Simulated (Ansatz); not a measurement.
**AlSiNH6O (SMILES O[SiH2][NH][AlH2]): r2SCAN0/6-31G(d) (spherical functions)**

What is the vertical singlet–triplet gap of AlSiNH6O at r2SCAN0/6-31G* (spherical functions)? 

Program for the calculation: Ansatz 0.2.0.

130 further runs of the same task are left out: 130 set aside as unsound or not needed. Runs told in other sessions of the task aren't counted.

### Step 1. The molecule

AlSiNH6O has 10 atoms, charge 0, and is taken as a singlet. As SMILES, `O[SiH2][NH][AlH2]`. The shape is that of a PBE0-D4/def2-TZVP optimisation. This is one conformer, not always the lowest.

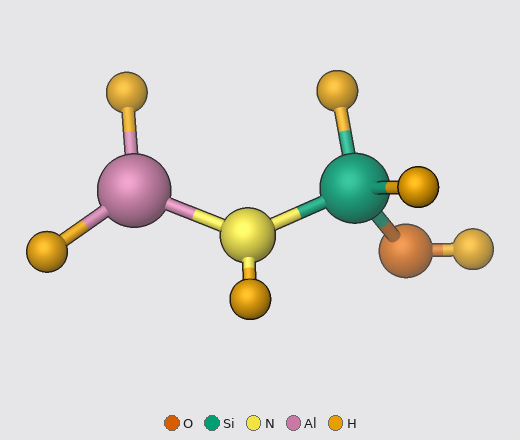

The structure, seen from a chosen angle (oxygen orange, silicon teal, nitrogen yellow, aluminium pink, hydrogen amber).

### Step 2. A single-point energy at r2SCAN0/6-31G(d) (spherical functions)

Contents of molecule.yaml:

```yaml
crystal:
  periodic: [false, false, false]
  atoms:
    - {symbol: O, position_ang: [-1.817400, -0.693800, -1.056500]}
    - {symbol: Si, position_ang: [-0.576600, 0.373900, -0.851600]}
    - {symbol: N, position_ang: [0.693300, -0.382300, 0.009600]}
    - {symbol: Al, position_ang: [1.233300, -0.094800, 1.686300]}
    - {symbol: H, position_ang: [-2.399800, -0.547900, -1.803100]}
    - {symbol: H, position_ang: [-1.000200, 1.543800, -0.039500]}
    - {symbol: H, position_ang: [-0.142800, 0.831300, -2.203200]}
    - {symbol: H, position_ang: [1.159400, -1.127800, -0.493000]}
    - {symbol: H, position_ang: [0.508400, 1.030600, 2.525200]}
    - {symbol: H, position_ang: [2.425400, -0.984200, 2.228700]}
basis:
  gaussian:
    orbitals: 6-31G_st_-spherical.json
accuracy: high
output:
  orbitals: {seedname: orbitals}
hamiltonian:
  xc: {name: r2SCAN0}
```

The basis set 6-31G* is read from a file made from the Basis Set Exchange's data (not shown).

The run is started by

```
$ ansatz run molecule.yaml --threads 1 --pin off --max-ram 3480MiB --events-out events.jsonl --progress --plain --runs-dir runs
```

Log:

```text
Warning: RAYON_NUM_THREADS=1 ignored (pool sized by the plan → 1); use --threads N
Functional definition: r2SCAN0
  name "r2SCAN0"
  parameter a = 0.25
  parameter k0 = 0.174
  parameter k1 = 0.065
  parameter a1 = 4.9479
  exchange = (1 - a)*r2scan_x(k0 = k0, k1 = k1, a1 = a1) + a*exact_x
  correlation = r2scan_c
1750 factors; integrals over basis functions are off by at most 4.4e-9 eV
mean field evaluation 1: about -18097.9389 eV, gradient 6.6e1 eV
mean field evaluation 2: about -18084.8609 eV, gradient 9.7e1 eV
mean field evaluation 4: about -18106.0609 eV, gradient 5.6e0 eV
mean field evaluation 8: about -18106.3384 eV, gradient 2.4e-1 eV
mean field evaluation 16: about -18106.3385 eV, gradient 1.0e-5 eV
mean field -18106.33851719 eV, -665.3956675898 hartree, gradient 2.2e-8 eV, S^2 0.000000; 0 other end points of the search recorded, 0 dependent functions left out
reference -18106.33851814 eV, -665.3956676245 hartree; 24, 24 occupied and 52, 52 virtual orbitals, 1750 factors
Total energy: -18106.33851814 eV, -665.3956676245 hartree
```

Run time: 14 s. Hardware: 1 thread of Arm Neoverse V2, shared host; peak memory 0.32 GiB.

### Step 3. The triplet at the same level

Contents of molecule.yaml:

```yaml
crystal:
  periodic: [false, false, false]
  atoms:
    - symbol: O
      position_ang: [-1.817400, -0.693800, -1.056500]
    - symbol: Si
      position_ang: [-0.576600, 0.373900, -0.851600]
    - symbol: "N"
      position_ang: [0.693300, -0.382300, 0.009600]
    - symbol: Al
      position_ang: [1.233300, -0.094800, 1.686300]
    - symbol: H
      position_ang: [-2.399800, -0.547900, -1.803100]
    - symbol: H
      position_ang: [-1.000200, 1.543800, -0.039500]
    - symbol: H
      position_ang: [-0.142800, 0.831300, -2.203200]
    - symbol: H
      position_ang: [1.159400, -1.127800, -0.493000]
    - symbol: H
      position_ang: [0.508400, 1.030600, 2.525200]
    - symbol: H
      position_ang: [2.425400, -0.984200, 2.228700]
basis:
  gaussian:
    orbitals: 6-31G_st_-spherical.json
magnetization:
  spin_polarized: true
  initial_magnetization: 2
hamiltonian:
  xc: {name: r2SCAN0}
accuracy: high
output:
  orbitals: {seedname: orbitals}
```

The basis set 6-31G* is read from a file made from the Basis Set Exchange's data (not shown).

The run is started by

```
$ ansatz run molecule.yaml --threads 1 --pin off --max-ram 3480MiB --events-out events.jsonl --progress --plain --runs-dir runs
```

Log:

```text
Warning: RAYON_NUM_THREADS=1 ignored (pool sized by the plan → 1); use --threads N
[... 8 set-up lines as earlier in the session ...]
1750 factors; integrals over basis functions are off by at most 4.4e-9 eV
mean field evaluation 1: about -18091.6334 eV, gradient 4.8e1 eV
mean field evaluation 2: about -18072.1437 eV, gradient 7.6e1 eV
mean field evaluation 4: about -18098.2778 eV, gradient 2.1e1 eV
mean field evaluation 8: about -18100.8347 eV, gradient 1.8e0 eV
mean field evaluation 16: about -18100.9276 eV, gradient 5.1e-2 eV
mean field evaluation 32: about -18100.9280 eV, gradient 4.1e-4 eV
mean field evaluation 64: about -18100.9219 eV, gradient 5.4e-3 eV
mean field -18100.92802460 eV, -665.1968356543 hartree, gradient 2.3e-8 eV, S^2 2.013921; 7 other end points of the search recorded, 0 dependent functions left out
reference -18100.92802818 eV, -665.1968357858 hartree; 25, 23 occupied and 51, 53 virtual orbitals, 1750 factors
Total energy: -18100.92802818 eV, -665.1968357858 hartree
```

Wall time 1.9 min (1 thread of Arm Neoverse V2, shared host); peak memory 0.59 GiB.

### Step 4. Summary of results

Level: r2SCAN0/6-31G* (spherical functions).

```
                                        quantity          value
                           singlet: total energy  -665.39567 Eh
                            singlet: HOMO energy       -8.02 eV
                            singlet: LUMO energy       -0.55 eV
                          singlet: HOMO–LUMO gap        7.48 eV
                           triplet: total energy  -665.19684 Eh
     triplet: HOMO energy (highest over α and β)       -2.88 eV
                                   triplet: ⟨S²⟩          2.014
vertical energy of the triplet above the singlet       5.410 eV
```

**Reading.** At this shape the triplet lies 5.41 eV (125 kcal/mol) above the singlet.
